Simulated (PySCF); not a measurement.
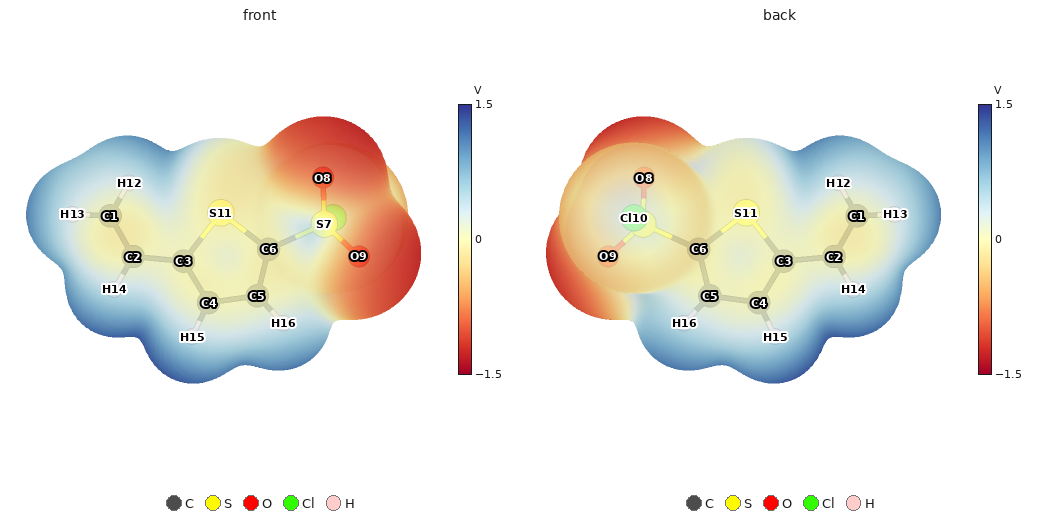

C$_{6}$H$_{5}$ClO$_{2}$S$_{2}$ (SMILES C=Cc1ccc(S(=O)(=O)Cl)s1). The electrostatic potential painted on the density surface at 0.001 e/bohr³, seen from the front and from behind; the colour scale runs from red (negative) to blue (positive).

Geometry: GFN2-xTB.

Level of theory: PBE0/pcSseg-1, SCF density, gas phase, non-relativistic (PySCF 2.14.0).

| atom | x (Å) | y (Å) | z (Å) |
| --- | --- | --- | --- |
| C | -3.0996 | 0.6540 | 0.8171 |
| C | -2.4644 | -0.0493 | -0.1153 |
| C | -1.0338 | -0.1820 | -0.2093 |
| C | -0.3386 | -0.8901 | -1.1632 |
| C | 1.0529 | -0.8350 | -0.9912 |
| C | 1.3899 | -0.0940 | 0.1009 |
| S | 2.9891 | 0.2881 | 0.6844 |
| O | 2.9387 | 0.6175 | 2.0694 |
| O | 3.9329 | -0.6680 | 0.2103 |
| Cl | 3.3648 | 2.0251 | -0.3166 |
| S | 0.0500 | 0.5659 | 0.9313 |
| H | -2.5591 | 1.1841 | 1.5836 |
| H | -4.1726 | 0.7191 | 0.8422 |
| H | -3.0187 | -0.5778 | -0.8797 |
| H | -0.8189 | -1.4310 | -1.9582 |
| H | 1.7798 | -1.3178 | -1.6171 |

> Which sites attract a positive test charge, and which a negative one?

A positive charge is drawn to the negative regions and a negative charge to the positive ones. The most negative region (about −1.2 V, or −28 kcal/mol for a unit charge) lies over O8 and O9, the most positive (about +1.3 V, or +30 kcal/mol for a unit charge) over H14 and H15. Cl10 shows a σ-hole: about +0.3 V at the tip opposite its bond, against about −0.3 V, or −7 kcal/mol for a unit charge on its flanks.
